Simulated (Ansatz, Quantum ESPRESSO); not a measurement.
**TlBi (Pm-3m): from the cell to the phonon bands**

How does TlBi (Pm-3m) vibrate, and is this structure a minimum?

Main program and level: Quantum ESPRESSO 7.5; DFT LDA, scalar-relativistic, plane waves, PseudoDojo norm-conserving pseudopotentials.

### 1. The starting structure

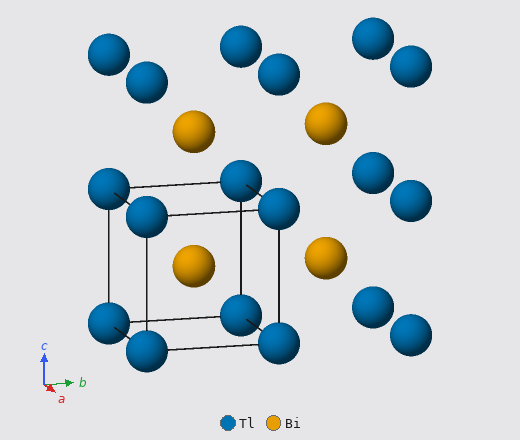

The cell as given, slightly off an axis (thallium blue, bismuth orange). 1×2×2 cells are drawn. Some periodic images of atoms are drawn too.

### 2. A probe with smearing

A cheap run with smearing and empty bands tells whether the crystal has a gap, which decides between fixed occupations and smearing later on.

probe.in reads:

```
&control
   calculation = 'scf'
   prefix = 'x'
   outdir = './tmp'
   pseudo_dir = './pseudo'
   tprnfor = .true.
   tstress = .true.
   verbosity = 'high'
/
&system
   ibrav = 0
   nat = 2
   ntyp = 2
   ecutwfc = 70.0
   occupations = 'smearing'
   smearing = 'gaussian'
   degauss = 0.01
/
&electrons
   conv_thr = 1.0d-07
   mixing_beta = 0.7
   electron_maxstep = 100
/
ATOMIC_SPECIES
 Tl    204.3800  Tl.upf
 Bi    208.9804  Bi.upf
CELL_PARAMETERS angstrom
     3.991709000    0.000000000    0.000000000
     0.000000000    3.991709000    0.000000000
     0.000000000    0.000000000    3.991709000
ATOMIC_POSITIONS crystal
 Tl     0.000000000   0.000000000   0.000000000
 Bi     0.500000000   0.500000000   0.500000000
K_POINTS automatic
 4 4 4 0 0 0
```

The run is started by

```console
$ OMP_NUM_THREADS=1 mpirun -n 8 pw.x -nk 8 -in probe.in > probe.out
```

Log:

```text
[banners, grids, parts of the stress and lines that vanish by symmetry left out]
Program PWSCF v.7.5
     Message from routine setup:
     using ibrav=0 with symmetry is DISCOURAGED, use correct ibrav instead
[...]
kinetic-energy cutoff     =      70.0000  Ry
     charge density cutoff     =     280.0000  Ry
     scf convergence threshold =      1.0E-07
[...]
Exchange-correlation= SLA  PW   NOGX NOGC
                           (   1   4   0   0   0   0   0)
[...]
48 Sym. Ops., with inversion, found
[...]
(     0          1          0      )
                  (     0          0          1      )
[...]
(  0.0000000  1.0000000  0.0000000 )
                  (  0.0000000  0.0000000  1.0000000 )
[...]
(     0         -1          0      )
                  (     0          0          1      )
[...]
(  0.0000000 -1.0000000  0.0000000 )
[...]
(     0          0          1      )
                  (     1          0          0      )
[...]
( -1.0000000  0.0000000  0.0000000 )
                  (  0.0000000  1.0000000  0.0000000 )
[...]
number of k points=    10  Gaussian smearing, width (Ry)=  0.0100
[...]
End of self-consistent calculation
[...]
the Fermi energy is    10.1080 ev
!    total energy              =    -285.17987578 Ry
[...]
convergence has been achieved in   5 iterations
[...]
atom    1 type  1   force =     0.00000000    0.00000000    0.00000000
     atom    2 type  2   force =     0.00000000    0.00000000    0.00000000
[...]
Total force =     0.000000     Total SCF correction =     0.000000
[...]
total   stress  (Ry/bohr**3)                   (kbar)     P=      -47.37
[...]
XML data file, charge density, pseudopotentials, collected wavefunctions

   JOB DONE.
```

The job ended after 2.3 s (8 MPI ranks of Arm Neoverse V2, shared host).

This step gave:

* volume per atom: 31.80 Å³
* pressure: -4.737 GPa
* gap on the k-mesh: 0 eV

No gap opens on this mesh, so smearing is kept; the start stands at -4.7 GPa.

### 3. Relaxation

Frequencies change by per cents with a per cent of volume, so the structure is first brought to rest at this level of theory.

relax.in reads:

```
&control
   calculation = 'vc-relax'
   prefix = 'x'
   outdir = './tmp'
   pseudo_dir = './pseudo'
   tprnfor = .true.
   tstress = .true.
   forc_conv_thr = 2.0d-05
   etot_conv_thr = 1.0d-07
   nstep = 40
/
&system
   ibrav = 0
   nat = 2
   ntyp = 2
   ecutwfc = 70.0
   occupations = 'smearing'
   smearing = 'mv'
   degauss = 0.02
/
&electrons
   conv_thr = 1.0d-11
   mixing_beta = 0.7
   electron_maxstep = 100
/
&ions
/
&cell
   press_conv_thr = 0.1
/
ATOMIC_SPECIES
 Tl    204.3800  Tl.upf
 Bi    208.9804  Bi.upf
CELL_PARAMETERS angstrom
     3.991709000    0.000000000    0.000000000
     0.000000000    3.991709000    0.000000000
     0.000000000    0.000000000    3.991709000
ATOMIC_POSITIONS crystal
 Tl     0.000000000   0.000000000   0.000000000
 Bi     0.500000000   0.500000000   0.500000000
K_POINTS automatic
 8 8 8 0 0 0
```

The run is started by

```console
$ OMP_NUM_THREADS=1 mpirun -n 8 pw.x -nk 8 -in relax.in > relax.out
```

Log:

```text
[banners, grids, parts of the stress and lines that vanish by symmetry left out]
[banner, memory and clock lines left out]
Program PWSCF v.7.5

[...]
kinetic-energy cutoff     =      70.0000  Ry
     charge density cutoff     =     280.0000  Ry
     scf convergence threshold =      1.0E-11
[...]
energy convergence thresh.=      1.0E-07
     force convergence thresh. =      2.0E-05
     press convergence thresh. =      1.0E-01
     Exchange-correlation= SLA  PW   NOGX NOGC
                           (   1   4   0   0   0   0   0)
[...]
48 Sym. Ops., with inversion, found
[...]
number of k points=    35  Marzari-Vanderbilt smearing, width (Ry)=  0.0200
[...]
End of self-consistent calculation
[...]
the Fermi energy is     9.8516 ev
!    total energy              =    -285.17695626 Ry
[...]
convergence has been achieved in   9 iterations
[...]
atom    1 type  1   force =     0.00000000    0.00000000    0.00000000
     atom    2 type  2   force =     0.00000000    0.00000000    0.00000000
     Total force =     0.000000     Total SCF correction =     0.000000
[...]
total   stress  (Ry/bohr**3)                   (kbar)     P=      -42.65
[...]
number of bfgs steps    =   0
[...]
CELL_PARAMETERS (angstrom)
[...]
ATOMIC_POSITIONS (crystal)
Tl               0.0000000000        0.0000000000        0.0000000000
Bi               0.5000000000        0.5000000000        0.5000000000
[...]
New effective cutoffs (rho, wfc):  283.71   71.03
[...]
End of self-consistent calculation
[...]
the Fermi energy is    10.1818 ev
!    total energy              =    -285.17943915 Ry
[...]
convergence has been achieved in   7 iterations
[...]
atom    1 type  1   force =     0.00000000    0.00000000    0.00000000
     atom    2 type  2   force =     0.00000000    0.00000000    0.00000000
     Total force =     0.000000     Total SCF correction =     0.000000
[...]
total   stress  (Ry/bohr**3)                   (kbar)     P=      -36.03
[...]
number of bfgs steps    =   1
[...]
WARNING: bfgs curvature condition failed, Theta= 0.961
[...]
CELL_PARAMETERS (angstrom)
[...]
ATOMIC_POSITIONS (crystal)
Tl               0.0000000000        0.0000000000        0.0000000000
Bi               0.5000000000        0.5000000000        0.5000000000
[...]
New effective cutoffs (rho, wfc):  290.02   72.61
[...]
End of self-consistent calculation
[...]
the Fermi energy is    10.6975 ev
!    total energy              =    -285.18225522 Ry
[...]
convergence has been achieved in   8 iterations
[...]
atom    1 type  1   force =     0.00000000    0.00000000    0.00000000
     atom    2 type  2   force =     0.00000000    0.00000000    0.00000000
     Total force =     0.000000     Total SCF correction =     0.000000
[...]
total   stress  (Ry/bohr**3)                   (kbar)     P=      -24.26
[...]
number of bfgs steps    =   2
[...]
CELL_PARAMETERS (angstrom)
[...]
ATOMIC_POSITIONS (crystal)
[...]
New effective cutoffs (rho, wfc):  299.90   75.08
[...]
End of self-consistent calculation
[...]
the Fermi energy is    11.5186 ev
!    total energy              =    -285.18409850 Ry
[...]
convergence has been achieved in   8 iterations
[...]
atom    1 type  1   force =     0.00000000    0.00000000    0.00000000
     atom    2 type  2   force =     0.00000000    0.00000000    0.00000000
     Total force =     0.000000     Total SCF correction =     0.000000
[...]
total   stress  (Ry/bohr**3)                   (kbar)     P=       -1.81
[...]
number of bfgs steps    =   3
[...]
CELL_PARAMETERS (angstrom)
[...]
ATOMIC_POSITIONS (crystal)
[...]
New effective cutoffs (rho, wfc):  300.69   75.28
[...]
End of self-consistent calculation
[...]
the Fermi energy is    11.5850 ev
!    total energy              =    -285.18410682 Ry
[...]
convergence has been achieved in   7 iterations
[...]
atom    1 type  1   force =     0.00000000    0.00000000    0.00000000
     atom    2 type  2   force =     0.00000000    0.00000000    0.00000000
     Total force =     0.000000     Total SCF correction =     0.000000
[...]
total   stress  (Ry/bohr**3)                   (kbar)     P=        0.21
[...]
number of bfgs steps    =   4
[...]
CELL_PARAMETERS (angstrom)
[...]
ATOMIC_POSITIONS (crystal)
[...]
New effective cutoffs (rho, wfc):  300.61   75.26
[...]
End of self-consistent calculation
[...]
the Fermi energy is    11.5781 ev
!    total energy              =    -285.18410693 Ry
[...]
convergence has been achieved in   5 iterations
[...]
atom    1 type  1   force =     0.00000000    0.00000000    0.00000000
     atom    2 type  2   force =     0.00000000    0.00000000    0.00000000
     Total force =     0.000000     Total SCF correction =     0.000000
[...]
total   stress  (Ry/bohr**3)                   (kbar)     P=       -0.00
[...]
number of bfgs steps    =   5
[...]
small trust_radius: resetting bfgs history
[...]
CELL_PARAMETERS (angstrom)
[...]
ATOMIC_POSITIONS (crystal)
[...]
New effective cutoffs (rho, wfc):  300.61   75.26
[...]
End of self-consistent calculation
[...]
the Fermi energy is    11.5781 ev
!    total energy              =    -285.18410693 Ry
[...]
convergence has been achieved in   1 iterations
[...]
atom    1 type  1   force =     0.00000000    0.00000000    0.00000000
     atom    2 type  2   force =     0.00000000    0.00000000    0.00000000
     Total force =     0.000000     Total SCF correction =     0.000000
[...]
total   stress  (Ry/bohr**3)                   (kbar)     P=       -0.00
[...]
bfgs converged in   7 scf cycles and   6 bfgs steps
[...]
End of BFGS Geometry Optimization
     Final enthalpy           =    -285.1841069346 Ry
     File ./tmp/x.bfgs deleted, as requested
[...]
CELL_PARAMETERS (angstrom)
[...]
ATOMIC_POSITIONS (crystal)
Tl               0.0000000000        0.0000000000        0.0000000000
Bi               0.5000000000        0.5000000000        0.5000000000
[...]
Final scf calculation at the relaxed structure.
[...]
kinetic-energy cutoff     =      70.0000  Ry
     charge density cutoff     =     280.0000  Ry
     scf convergence threshold =      1.0E-13
[...]
press convergence thresh. =      1.0E-01
     Exchange-correlation= SLA  PW   NOGX NOGC
                           (   1   4   0   0   0   0   0)
[...]
48 Sym. Ops., with inversion, found
[...]
number of k points=    35  Marzari-Vanderbilt smearing, width (Ry)=  0.0200
[...]
End of self-consistent calculation
[...]
the Fermi energy is    11.5781 ev
!    total energy              =    -285.18410240 Ry
[...]
convergence has been achieved in  10 iterations
[...]
atom    1 type  1   force =     0.00000000    0.00000000    0.00000000
     atom    2 type  2   force =     0.00000000    0.00000000    0.00000000
     Total force =     0.000000     Total SCF correction =     0.000000
[...]
total   stress  (Ry/bohr**3)                   (kbar)     P=       -0.05
[...]
XML data file, charge density, pseudopotentials, collected wavefunctions
```

The job ended after 33 s (8 MPI ranks; 4.3 min of CPU time).

The steps of the relaxation:

```tsv
step	energy less that of the first step (eV)	largest force (eV/Å)	pressure (GPa)	volume (Å³)
1	0.0000	0.0000	-4.26	63.60
2	-0.0338	0.0000	-3.60	62.23
3	-0.0721	0.0000	-2.43	60.21
4	-0.0972	0.0000	-0.18	57.26
5	-0.0973	0.0000	0.02	57.03
6	-0.0973	0.0000	0.00	57.05
7	-0.0973	0.0000	0.00	57.05
8	-0.0972	0.0000	-0.01	57.05
```

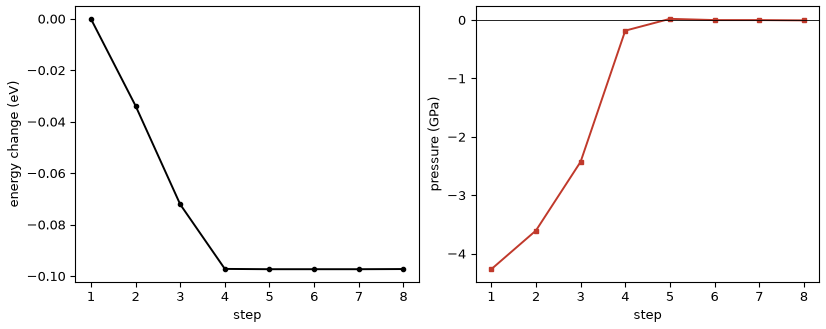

Energy and pressure along the relaxation.

```tsv
conventional cell, symmetrised	before	after	change
a (Å)	3.992	3.850	-3.6 %
b (Å)	3.992	3.850	-3.6 %
c (Å)	3.992	3.850	-3.6 %
volume (Å³/atom)	31.80	28.53	-10.3 %
```

The relaxed structure:

```xyz
2
Lattice="3.8497 0.0000 0.0000 0.0000 3.8497 0.0000 0.0000 0.0000 3.8497" Properties=species:S:1:pos:R:3 pbc="T T T"
Tl    0.0000    0.0000    0.0000
Bi    1.9249    1.9249    1.9249
```

The last row of the table of steps is pw.x's closing run on a basis chosen anew for the final cell, so its energy can jump.

Numbers from this step:

```yaml
volume_per_atom: 28.53 Å³
pressure: -0.005 GPa
```

The volume changes by -10.3 % from the cell with which this run began.

### 4. Ground state

Perturbation theory inherits every error of the wavefunctions, so the threshold is set near the limit of the arithmetic. Smearing stays on, as the first look found no gap above 0.3 eV.

scf.in reads:

```
&control
   calculation = 'scf'
   prefix = 'x'
   outdir = './tmp'
   pseudo_dir = './pseudo'
   tprnfor = .true.
   tstress = .true.
/
&system
   ibrav = 0
   nat = 2
   ntyp = 2
   ecutwfc = 70.0
   occupations = 'smearing'
   smearing = 'mv'
   degauss = 0.02
/
&electrons
   conv_thr = 1.0d-12
   mixing_beta = 0.7
   electron_maxstep = 100
/
ATOMIC_SPECIES
 Tl    204.3800  Tl.upf
 Bi    208.9804  Bi.upf
CELL_PARAMETERS angstrom
     3.849735120    0.000000000    0.000000000
     0.000000000    3.849735120    0.000000000
     0.000000000    0.000000000    3.849735120
ATOMIC_POSITIONS crystal
 Tl     0.000000000   0.000000000   0.000000000
 Bi     0.500000000   0.500000000   0.500000000
K_POINTS automatic
 8 8 8 0 0 0
```

The run is started by

```console
$ OMP_NUM_THREADS=1 mpirun -n 8 pw.x -nk 8 -in scf.in > scf.out
```

Log:

```text
[banners, grids, parts of the stress and lines that vanish by symmetry left out]
[banner, memory and clock lines left out]
Program PWSCF v.7.5

[...]
kinetic-energy cutoff     =      70.0000  Ry
     charge density cutoff     =     280.0000  Ry
     scf convergence threshold =      1.0E-12
[...]
Exchange-correlation= SLA  PW   NOGX NOGC
                           (   1   4   0   0   0   0   0)
[...]
48 Sym. Ops., with inversion, found
[...]
number of k points=    35  Marzari-Vanderbilt smearing, width (Ry)=  0.0200
[...]
End of self-consistent calculation
[...]
the Fermi energy is    11.5781 ev
!    total energy              =    -285.18410240 Ry
[...]
convergence has been achieved in  10 iterations
[...]
atom    1 type  1   force =     0.00000000    0.00000000    0.00000000
     atom    2 type  2   force =     0.00000000    0.00000000    0.00000000
     Total force =     0.000000     Total SCF correction =     0.000000
[...]
total   stress  (Ry/bohr**3)                   (kbar)     P=       -0.05
[...]
XML data file, charge density, pseudopotentials, collected wavefunctions
```

It took 5 s on 8 MPI ranks; 39 s of CPU time.

The cell stands at -0.005 GPa, close enough for phonons.

### 5. Levels on a dense mesh

The coupling is a sum over pairs of states at the Fermi level and needs a much denser mesh than the density does.

scf_fit.in, as its differences from scf.in of step 4:

```diff
@@ -16,5 +16,6 @@
    degauss = 0.02
+   la2F = .true.
 /
 &electrons
-   conv_thr = 1.0d-12
+   conv_thr = 1.0d-10
    mixing_beta = 0.7
@@ -33,2 +34,2 @@
 K_POINTS automatic
- 8 8 8 0 0 0
+ 16 16 16 0 0 0
```

The run is started by

```console
$ OMP_NUM_THREADS=1 mpirun -n 8 pw.x -nk 8 -in scf_fit.in > scf_fit.out
```

Log:

```text
[banners, grids, parts of the stress and lines that vanish by symmetry left out]
[banner, memory and clock lines left out]
Program PWSCF v.7.5

[...]
kinetic-energy cutoff     =      70.0000  Ry
     charge density cutoff     =     280.0000  Ry
     scf convergence threshold =      1.0E-10
[...]
Exchange-correlation= SLA  PW   NOGX NOGC
                           (   1   4   0   0   0   0   0)
[...]
48 Sym. Ops., with inversion, found
[...]
number of k points=   165  Marzari-Vanderbilt smearing, width (Ry)=  0.0200
[...]
End of self-consistent calculation
[...]
the Fermi energy is    11.6500 ev
!    total energy              =    -285.18364559 Ry
[...]
convergence has been achieved in   8 iterations
[...]
atom    1 type  1   force =     0.00000000    0.00000000    0.00000000
     atom    2 type  2   force =     0.00000000    0.00000000    0.00000000
     Total force =     0.000000     Total SCF correction =     0.000000
[...]
total   stress  (Ry/bohr**3)                   (kbar)     P=       -1.53
[...]
XML data file, charge density, pseudopotentials, collected wavefunctions
```

Wall time 15 s (8 MPI ranks); 2 min of CPU time.

Numbers from this step:

* pressure: -0.153 GPa

### 6. Self-consistent run for the response

The run on the dense mesh left its levels for the electron-phonon sums; ph.x needs the ground state on the coarse mesh, so pw.x runs once more in the same folder.

scf.in is that of step 4.

The run is started by

```console
$ OMP_NUM_THREADS=1 mpirun -n 8 pw.x -nk 8 -in scf.in > scf.out
```

Log:

```text
[banners, grids, parts of the stress and lines that vanish by symmetry left out]
[banner, memory and clock lines left out]
Program PWSCF v.7.5

[...]
kinetic-energy cutoff     =      70.0000  Ry
     charge density cutoff     =     280.0000  Ry
     scf convergence threshold =      1.0E-12
[...]
Exchange-correlation= SLA  PW   NOGX NOGC
                           (   1   4   0   0   0   0   0)
[...]
48 Sym. Ops., with inversion, found
[...]
number of k points=    35  Marzari-Vanderbilt smearing, width (Ry)=  0.0200
[...]
End of self-consistent calculation
[...]
the Fermi energy is    11.5781 ev
!    total energy              =    -285.18410240 Ry
[...]
convergence has been achieved in  10 iterations
[...]
atom    1 type  1   force =     0.00000000    0.00000000    0.00000000
     atom    2 type  2   force =     0.00000000    0.00000000    0.00000000
     Total force =     0.000000     Total SCF correction =     0.000000
[...]
total   stress  (Ry/bohr**3)                   (kbar)     P=       -0.05
[...]
XML data file, charge density, pseudopotentials, collected wavefunctions
```

The job ended after 5 s (8 MPI ranks).

Numbers from this step:

```
pressure : -0.005 GPa
```

(Part 1 of 3 ends here.)

[Host names and launcher messages were left out of these logs when they were recorded.]

[Logs are printed without paths, hosts, clocks, repeated set-up lines and the standing remarks that a program may print on its own settings, such as how far it seeks lower states.]

[Hosts, paths, dates, database ids (printed as entryN), source tags and the programs' standing remarks are cut or masked in the printed files.]
